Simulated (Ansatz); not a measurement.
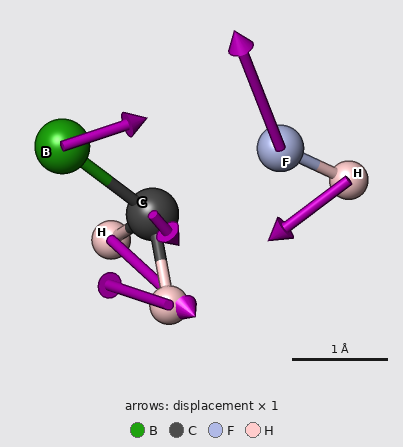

A relaxation of CH3BF (multiplicity 2). The starting structure is drawn; purple arrows show the displacements, at their true length. The two geometries are superimposed by the best rigid fit.

Style: ball-and-stick. Shown at a tilt.

It is one of the separated reactants of a reaction.

Theory: UKS PBE-D4/def2-SVP (Ansatz). (force threshold 0.03 eV/Å; at most 250 steps)

Describe the change and its energy.

Answer. Over 53 accepted moves (60 points after the start) the energy falls by 175.3 kcal/mol. Largest force component: 5.3 eV/Å at the start, 0.03 eV/Å at the end. The line search rejected the trial steps at points 6, 12, 15, 18, 26, 37, 56 of the run. The largest move after the best rigid fit is that of an H atom, 1.90 Å. By element the largest moves are H 1.90 Å, F 1.61 Å, B 1.00 Å, C 0.55 Å. Near-neighbour distances that change, for instance: F–H 0.910 → 2.765 Å, B–F 2.483 → 1.322 Å, C–H 2.203 → 1.112 Å, C–F 1.533 → 2.544 Å. New bonds form: B–F (2.48 → 1.32 Å), C–H (2.20 → 1.11 Å). Bonds break: F–H (0.91 → 2.76 Å). Among the angles between lasting bonds that change: B–C–H 108.2° → 112.4°.
